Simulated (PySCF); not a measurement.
# Run report: CH$_{7}$GaN$_{2}$, single-point calculation

The run: single-point calculation of CH$_{7}$GaN$_{2}$, SMILES [CH3][Ga]([NH2])[NH2]. Method and program: CCSD(T)/STO-3G, RHF (PySCF 2.14.0).

The geometry comes from this level: PBE0-D4/def2-TZVP.

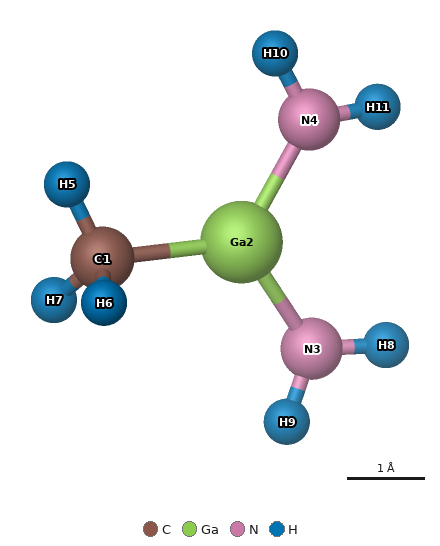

Figure 1. The structure as given in the input (ball-and-stick view, seen at a tilt; atoms are numbered from 1 in the order of the input). Sticks mark near contacts. Bond lengths as drawn: C–Ga 1.96 Å, C–H 1.09 Å, Ga–N 1.82 Å and H–N 1.01 Å.

### Input (run.py)
```python
from pyscf import gto, cc

mol = gto.M(
    atom='''
C     -0.606400     1.659100     0.052900
Ga     0.065300    -0.178100    -0.007400
N      0.086400    -1.247700     1.468900
N      0.708400    -0.928200    -1.538500
H     -0.742600     2.064800    -0.950500
H      0.094000     2.304200     0.588200
H     -1.563600     1.702100     0.576200
H      0.531900    -2.148500     1.500100
H     -0.110200    -0.903600     2.392600
H      0.628000    -0.487200    -2.438000
H      0.974100    -1.894000    -1.623900
''',
    max_memory=1860,
    basis='sto-3g',
    verbose=4,
)

mf = mol.RHF()
mf.conv_tol = 1e-10
mf.kernel()
if not mf.converged:
    mf = mf.newton().run(mf.mo_coeff, mf.mo_occ)

mycc = cc.CCSD(mf, frozen=12)
mycc.kernel()
e_t = mycc.ccsd_t()
energy = mycc.e_tot + e_t
print(f'total energy: {energy:.8f} hartree')
dip = mf.dip_moment()
pop, q = mf.mulliken_pop()
```

Run as:
```bash
OMP_NUM_THREADS=1 python run.py
```

### The program's output
```
PySCF version 2.14.0

[INPUT] num. atoms = 11
[INPUT] num. electrons = 58
[INPUT] charge = 0
[INPUT] spin (= nelec alpha-beta = 2S) = 0
[INPUT] symmetry False subgroup None
[INPUT] Mole.unit = angstrom
[INPUT] Symbol           X                Y                Z      unit          X                Y                Z       unit  Magmom
[INPUT]  1 C     -0.606400000000   1.659100000000   0.052900000000 AA   -1.145929921936   3.135244613266   0.099966511989 Bohr   0.0
[INPUT]  2 Ga     0.065300000000  -0.178100000000  -0.007400000000 AA    0.123399115934  -0.336560222785  -0.013983973322 Bohr   0.0
[INPUT]  3 N      0.086400000000  -1.247700000000   1.468900000000 AA    0.163272337162  -2.357811285620   2.775818704374 Bohr   0.0
[INPUT]  4 N      0.708400000000  -0.928200000000  -1.538500000000 AA    1.338681986642  -1.754043788821  -2.907343642643 Bohr   0.0
[INPUT]  5 H     -0.742600000000   2.064800000000  -0.950500000000 AA   -1.403310620102   3.901906502002  -1.796184681399 Bohr   0.0
[INPUT]  6 H      0.094000000000   2.304200000000   0.588200000000 AA    0.177634255709   4.354306936223   1.111536906469 Bohr   0.0
[INPUT]  7 H     -1.563600000000   1.702100000000   0.576200000000 AA   -2.954775768370   3.216502836622   1.088860192974 Bohr   0.0
[INPUT]  8 H      0.531900000000  -2.148500000000   1.500100000000 AA    1.005145325656  -4.060076578628   2.834778159460 Bohr   0.0
[INPUT]  9 H     -0.110200000000  -0.903600000000   2.392600000000 AA   -0.208247818927  -1.707556526157   4.521358725634 Bohr   0.0
[INPUT] 10 H      0.628000000000  -0.487200000000  -2.438000000000 AA    1.186748006227  -0.920674567888  -4.607152291690 Bohr   0.0
[INPUT] 11 H      0.974100000000  -1.894000000000  -1.623900000000 AA    1.840782217939  -3.579141279926  -3.068726253681 Bohr   0.0

nuclear repulsion = 283.7649213585
number of shells = 24
number of NR pGTOs = 120
number of NR cGTOs = 40
basis = sto-3g
ecp = {}

******** <class 'pyscf.scf.hf.RHF'> ********
method = RHF
initial guess = minao
damping factor = 0
level_shift factor = 0
DIIS = <class 'pyscf.scf.diis.CDIIS'>
diis_start_cycle = 1
diis_space = 8
diis_damp = 0
SCF conv_tol = 1e-10
SCF conv_tol_grad = None
SCF max_cycles = 50
direct_scf = True
direct_scf_tol = 1e-13
Set gradient conv threshold to 1e-05
Initial guess from minao.
init E= -2047.71620047612
  HOMO = -0.446032999813419  LUMO = -0.123231121785521  gap/eV = 8.78389
cycle= 1 E= -2049.71887973569  delta_E=   -2  |g|= 0.615  |ddm|= 3.84
  HOMO = 0.0269347294319472  LUMO = 0.364265148218755  gap/eV = 9.17923
cycle= 2 E= -2049.89070336529  delta_E= -0.172  |g|= 0.109  |ddm|=  1.3
  HOMO = -0.226759703618808  LUMO = 0.276534557620254  gap/eV = 13.69533
cycle= 3 E= -2049.89493007984  delta_E= -0.00423  |g|= 0.0306  |ddm|= 0.185
  HOMO = -0.255510765038213  LUMO = 0.268427422060597  gap/eV = 14.25708
cycle= 4 E= -2049.89534320032  delta_E= -0.000413  |g|= 0.0083  |ddm|= 0.0599
  HOMO = -0.2574641959276  LUMO = 0.268235060857597  gap/eV = 14.30501
cycle= 5 E= -2049.89539607199  delta_E= -5.29e-05  |g|= 0.00259  |ddm|= 0.024
  HOMO = -0.25761871300271  LUMO = 0.268323212565944  gap/eV = 14.31161
cycle= 6 E= -2049.89540538355  delta_E= -9.31e-06  |g|= 0.000831  |ddm|= 0.0134
  HOMO = -0.257655299107868  LUMO = 0.268276586310578  gap/eV = 14.31134
cycle= 7 E= -2049.89540648609  delta_E= -1.1e-06  |g|= 0.000332  |ddm|= 0.00481
  HOMO = -0.257755075823706  LUMO = 0.268244517274561  gap/eV = 14.31318
cycle= 8 E= -2049.89540666276  delta_E= -1.77e-07  |g|= 0.000137  |ddm|= 0.00192
  HOMO = -0.25773933621561  LUMO = 0.268256608192176  gap/eV = 14.31308
cycle= 9 E= -2049.89540669929  delta_E= -3.65e-08  |g|= 4.44e-05  |ddm|= 0.000941
  HOMO = -0.257732784110987  LUMO = 0.268261669826152  gap/eV = 14.31304
cycle= 10 E= -2049.89540670343  delta_E= -4.14e-09  |g|= 2.56e-05  |ddm|= 0.000227
  HOMO = -0.257738722572031  LUMO = 0.268259348035253  gap/eV = 14.31314
cycle= 11 E= -2049.89540670538  delta_E= -1.95e-09  |g|= 1.01e-05  |ddm|= 0.000201
  HOMO = -0.257736188915215  LUMO = 0.268260859608102  gap/eV = 14.31311
cycle= 12 E= -2049.89540670567  delta_E= -2.91e-10  |g|= 3.91e-06  |ddm|= 8.62e-05
  HOMO = -0.257736080454434  LUMO = 0.268260968766864  gap/eV = 14.31311
cycle= 13 E= -2049.89540670571  delta_E= -3.37e-11  |g|= 1.57e-06  |ddm|= 2.71e-05
  HOMO = -0.257736361917777  LUMO = 0.268260814783974  gap/eV = 14.31311
Extra cycle  E= -2049.89540670571  delta_E= -2.27e-12  |g|= 9.99e-07  |ddm|= 4.58e-06
converged SCF energy = -2049.89540670571

******** <class 'pyscf.cc.ccsd.CCSD'> ********
CC2 = 0
CCSD nocc = 17, nmo = 28
frozen orbitals 12
max_cycle = 50
direct = 0
conv_tol = 1e-07
conv_tol_normt = 1e-05
diis_space = 6
diis_start_cycle = 0
diis_start_energy_diff = 1e+09
Init t2, MP2 energy = -2050.09479864259  E_corr(MP2) -0.19939193688038
Init E_corr(CCSD) = -0.199391936881179
cycle = 1  E_corr(CCSD) = -0.224932098098989  dE = -0.0255401612  norm(t1,t2) = 0.0967467
cycle = 2  E_corr(CCSD) = -0.243099161433795  dE = -0.0181670633  norm(t1,t2) = 0.038685
cycle = 3  E_corr(CCSD) = -0.24587857091416  dE = -0.00277940948  norm(t1,t2) = 0.0280383
cycle = 4  E_corr(CCSD) = -0.253956524540671  dE = -0.00807795363  norm(t1,t2) = 0.0162479
cycle = 5  E_corr(CCSD) = -0.253760843031398  dE = 0.000195681509  norm(t1,t2) = 0.00615975
cycle = 6  E_corr(CCSD) = -0.253245585981269  dE = 0.00051525705  norm(t1,t2) = 0.00372204
cycle = 7  E_corr(CCSD) = -0.253332484131243  dE = -8.689815e-05  norm(t1,t2) = 0.00199345
cycle = 8  E_corr(CCSD) = -0.253351268553669  dE = -1.87844224e-05  norm(t1,t2) = 0.0013336
cycle = 9  E_corr(CCSD) = -0.253467547425801  dE = -0.000116278872  norm(t1,t2) = 0.000894565
cycle = 10  E_corr(CCSD) = -0.25351168618662  dE = -4.41387608e-05  norm(t1,t2) = 0.00057854
cycle = 11  E_corr(CCSD) = -0.253490742863063  dE = 2.09433236e-05  norm(t1,t2) = 0.000388494
cycle = 12  E_corr(CCSD) = -0.253478527872455  dE = 1.22149906e-05  norm(t1,t2) = 0.000213781
cycle = 13  E_corr(CCSD) = -0.253467890699947  dE = 1.06371725e-05  norm(t1,t2) = 0.000114822
cycle = 14  E_corr(CCSD) = -0.253461564213863  dE = 6.32648608e-06  norm(t1,t2) = 5.38594e-05
cycle = 15  E_corr(CCSD) = -0.253460894400539  dE = 6.69813324e-07  norm(t1,t2) = 2.81912e-05
cycle = 16  E_corr(CCSD) = -0.253461168245837  dE = -2.73845298e-07  norm(t1,t2) = 1.9123e-05
cycle = 17  E_corr(CCSD) = -0.2534626494858  dE = -1.48123996e-06  norm(t1,t2) = 1.30322e-05
cycle = 18  E_corr(CCSD) = -0.253463350922014  dE = -7.01436215e-07  norm(t1,t2) = 9.06544e-06
cycle = 19  E_corr(CCSD) = -0.253463543321077  dE = -1.92399063e-07  norm(t1,t2) = 6.24795e-06
cycle = 20  E_corr(CCSD) = -0.253463561212382  dE = -1.7891305e-08  norm(t1,t2) = 4.40904e-06
```

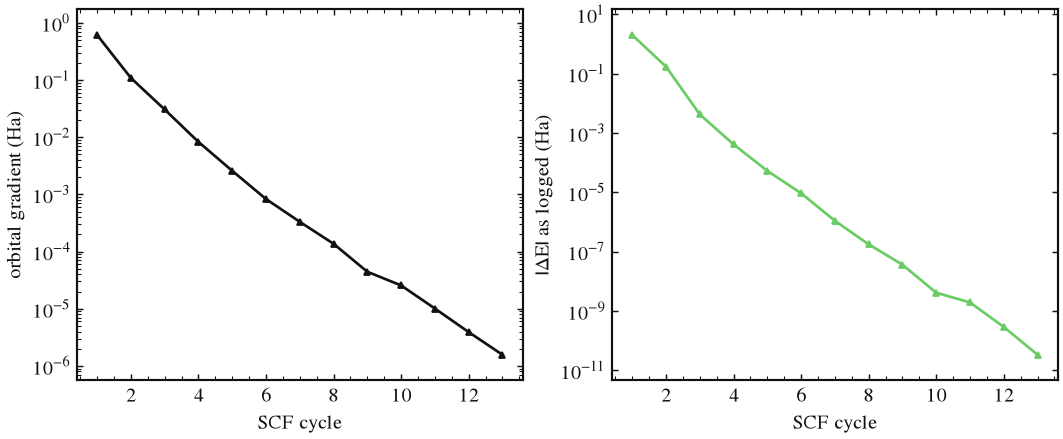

Figure 2. Convergence of the self-consistent field: orbital gradient and size of the energy change against the SCF cycle. The residual falls at every step.

```
CCSD converged
E(CCSD) = -2050.148870266921  E_corr = -0.2534635612123817
CCSD(T) correction = -0.0146787612827325
total energy: -2050.16354903 hartree
Dipole moment(X, Y, Z, Debye):  0.21675, -0.42517,  0.00303
 ** Mulliken pop  **
pop of  0 C 1s            1.99208
pop of  0 C 2s            1.22155
pop of  0 C 2px           1.01002
pop of  0 C 2py           1.11737
pop of  0 C 2pz           0.99406
pop of  1 Ga 1s           1.99999
pop of  1 Ga 2s           1.99922
pop of  1 Ga 3s           1.99857
pop of  1 Ga 4s           1.00593
pop of  1 Ga 2px          1.99960
pop of  1 Ga 2py          1.99962
pop of  1 Ga 2pz          1.99963
pop of  1 Ga 3px          1.97987
pop of  1 Ga 3py          1.98330
pop of  1 Ga 3pz          1.98360
pop of  1 Ga 4px          0.40401
pop of  1 Ga 4py          0.61486
pop of  1 Ga 4pz          0.55611
pop of  1 Ga 3dxy         1.94980
pop of  1 Ga 3dyz         1.92231
pop of  1 Ga 3dz^2        1.93755
pop of  1 Ga 3dxz         1.97108
pop of  1 Ga 3dx2-y2      1.92962
pop of  2 N 1s            1.99505
pop of  2 N 2s            1.51247
pop of  2 N 2px           1.70219
pop of  2 N 2py           1.20221
pop of  2 N 2pz           1.16604
pop of  3 N 1s            1.99504
pop of  3 N 2s            1.51091
pop of  3 N 2px           1.75079
pop of  3 N 2py           1.14677
pop of  3 N 2pz           1.17472
pop of  4 H 1s            0.95505
pop of  5 H 1s            0.95396
pop of  6 H 1s            0.95368
pop of  7 H 1s            0.85336
pop of  8 H 1s            0.85259
pop of  9 H 1s            0.85235
pop of  10 H 1s           0.85308
 ** Mulliken atomic charges  **
charge of    0C =     -0.33508
charge of    1Ga =      0.76532
charge of    2N =     -0.57795
charge of    3N =     -0.57822
charge of    4H =      0.04495
charge of    5H =      0.04604
charge of    6H =      0.04632
charge of    7H =      0.14664
charge of    8H =      0.14741
charge of    9H =      0.14765
charge of   10H =      0.14692
```

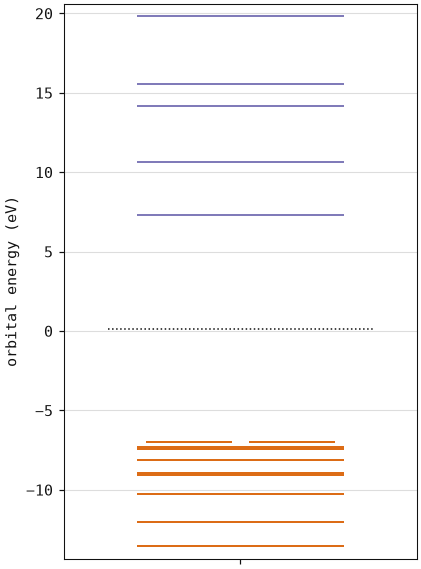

Figure 3. Orbital energies near the frontier (SCF reference); the dotted line parts filled from empty levels, and levels within 0.02 eV of each other stand side by side. Highest filled −7.01 eV, lowest empty 7.30 eV, 14.31 eV apart.

### Summary

| quantity | value |
| --- | --- |
| outcome | converged |
| total energy | −2050.163549 hartree |
| SCF energy | −2049.895407 hartree |
| correlation energy | −0.268142 hartree |
| (T) correction | −0.014679 hartree |
| basis functions | 40 |
| T1 diagnostic | 0.029 |
| HOMO of the SCF reference | −7.01 eV |
| LUMO of the SCF reference | 7.30 eV |
| hardware | 1 thread of Intel Xeon @ 2.50GHz (Skylake/Cascade Lake), 189 GiB of memory available, shared host |
| wall time | 3 s |
| peak memory | 0.13 GiB |

### Notes

The record of the run, not the program, notes: large T1 diagnostic.
